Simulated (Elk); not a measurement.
Band structure of FeCo (Pm-3m, 2 atoms in the cell).

```xyz
2
Lattice="2.7868 0.0000 0.0000 0.0000 2.7868 0.0000 0.0000 0.0000 2.7868" Properties=species:S:1:pos:R:3 pbc="T T T"
Fe     0.0000     0.0000     0.0000
Co     1.3934     1.3934     1.3934
```
Moments meant for the start (each program seeds them in its own way; μB, in the order of the atoms Fe Co): 4.0 3.0.

Method: PBE, all-electron FP-LAPW, Elk's shipped species files, APW+lo basis with extra local orbitals (Elk 10.2.4).

Settings: xctype = 20; spinpol = true; rgkmax = 7.5; stype = 0; swidth = 0.00183747 Ha; ngridk = 16 16 16; reducebf = 0.8; gmaxvr = 16 1/bohr; nxlo = 2; lorbcnd = true; rmtscf = 0.89; lmaxi = 2; maxscl = 100; bfcmt = [[0.0, 0.0, -1.0], [0.0, 0.0, -0.75]].

The starting cell comes from a database of computed structures (which also holds hypothetical and non-ambient phases and stackings), without a prior relaxation at this level. Its lattice was rescaled by a random factor within 2.5 % of one. The magnetic order is the one reached from the typed start; others were not searched systematically. Values depend on the basis (sphere radii, cutoffs, local orbitals), which need not be converged.

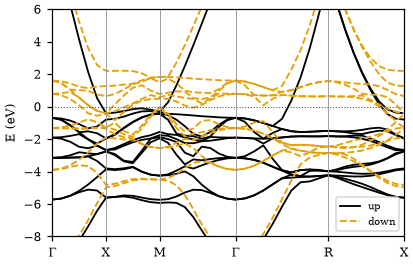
Figure: Bands along the path, energies from the Fermi level.

Levels in eV from the Fermi level, bands 15 to 22 of the first spin channel:
```json
[
 {"point": "Γ", "15": "-1.91", "16": "-0.69", "17": "-0.69", "18": "-0.69", "19": "9.33", "20": "9.33", "21": "9.33", "22": "15.22"},
 {"point": "X", "15": "-2.68", "16": "-1.97", "17": "-1.95", "18": "-0.80", "19": "-0.41", "20": "16.59", "21": "16.60", "22": "16.76"},
 {"point": "M", "15": "-1.56", "16": "-0.44", "17": "-0.44", "18": "-0.32", "19": "-0.32", "20": "6.59", "21": "6.79", "22": "17.91"},
 {"point": "R", "15": "-1.82", "16": "-1.50", "17": "-1.49", "18": "7.97", "19": "7.97", "20": "7.97", "21": "8.08", "22": "8.08"}
]
```

Bands cross the Fermi level along this path, so the cell is metallic at this level.

The net moment of the cell came out as 4.41 μB.
